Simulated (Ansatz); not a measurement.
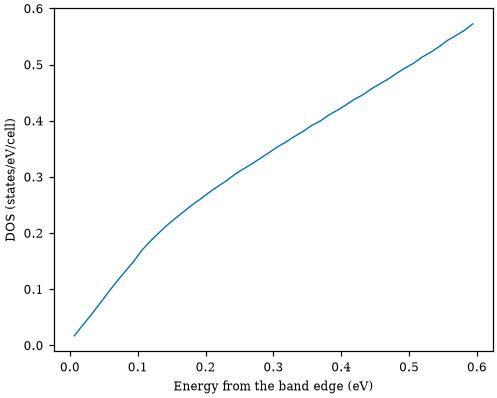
Figure: Density of states of BeS (F-43m) below the valence band maximum, Ansatz (a quantum-chemistry and plane-wave program) with PBEsol with spin-orbit coupling, rigid bands; cell volume 28.3 Å³.

### Question
What effective density of states at 300 K does this give (∫ g(E) exp(−E/k_BT) dE, both spins, divided by the cell's size)?

### Answer
4.3e19 cm⁻³, a density-of-states mass of 1.42 mₑ, valleys and band degeneracy included.

Geometry: cell and atoms relaxed with PBEsol.
